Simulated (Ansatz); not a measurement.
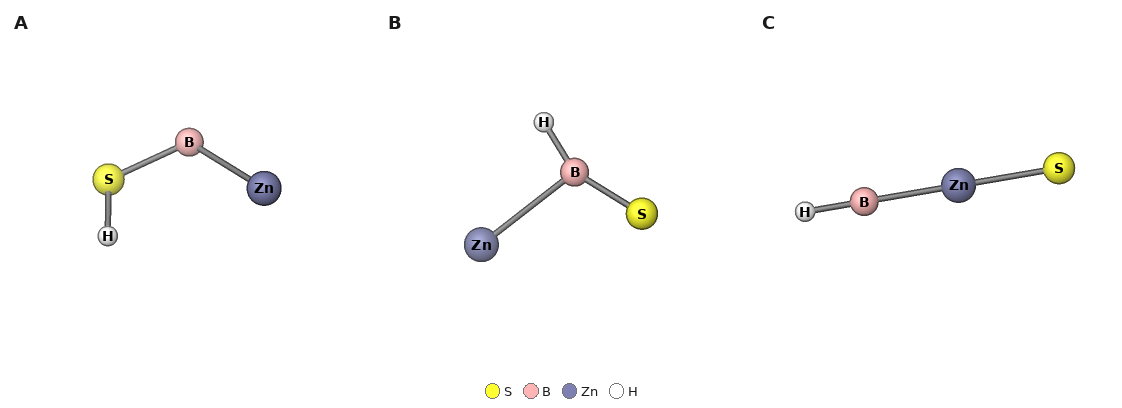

3 stationary structures of one formula. Geometries: PBE-D4/def2-SVP. Electronic energies: PBE-D4/def2-SVP (Ansatz 0.2.0), without zero-point energy. No frequency run is at hand to confirm each as a minimum.

Which is lowest in energy, and by how much?

B is lowest (Cs); A lies 235.3 kJ/mol above it (Cs), C lies 290.9 kJ/mol above it (C∞v).
